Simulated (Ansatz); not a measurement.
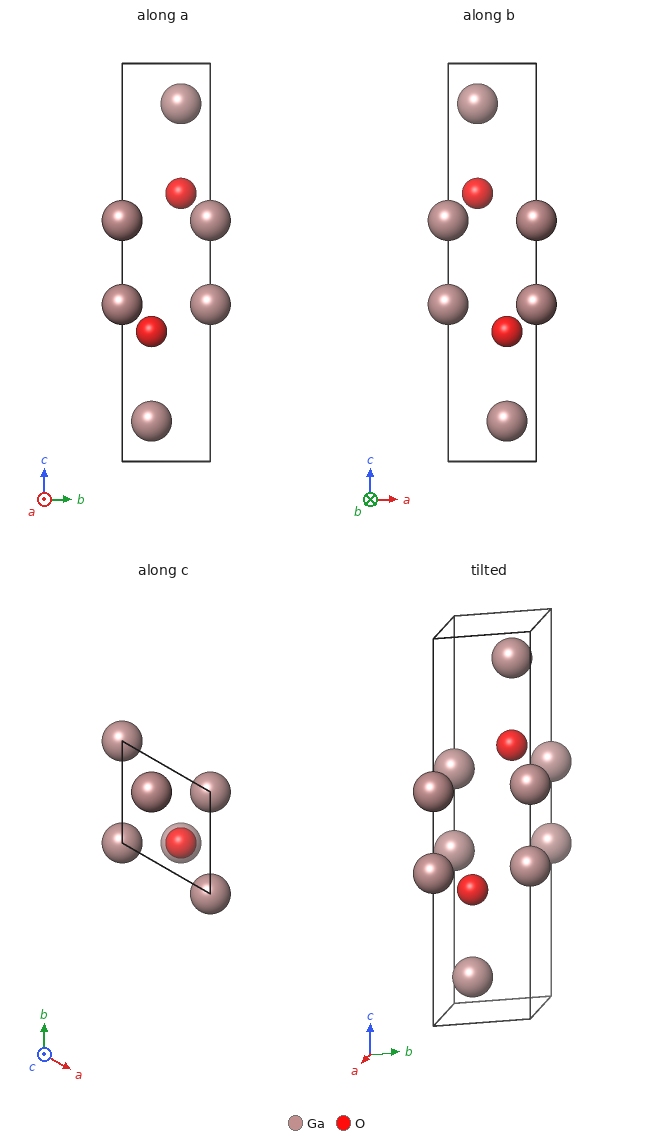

The figure gives a spheres-only picture of the atoms, viewed along the a axis, along the b axis, along the c axis and slightly off an axis. One conventional unit cell is framed, with atoms on its boundary repeated.

Lattice parameters: a = 3.028 Å, b = 3.028 Å, c = 11.820 Å, α = 90.00°, β = 90.00°, γ = 120.00°.

Question: From the views, write a table of Wyckoff sites, with free fractional coordinates to two decimals.

Answer: Space group P-3m1 (No. 164).
```csv
atom,site,x,y,z
Ga,2c,0.00,0.00,0.39
Ga,2d,0.6667,0.3333,0.10
O,2d,0.6667,0.3333,0.33
```

Its origin is a structure type filled with these elements by a generator (whether the compound takes this form wasn't checked). It was relaxed at fixed volume with DFT PBEsol, scalar-relativistic, plane waves, PAW in Ansatz.
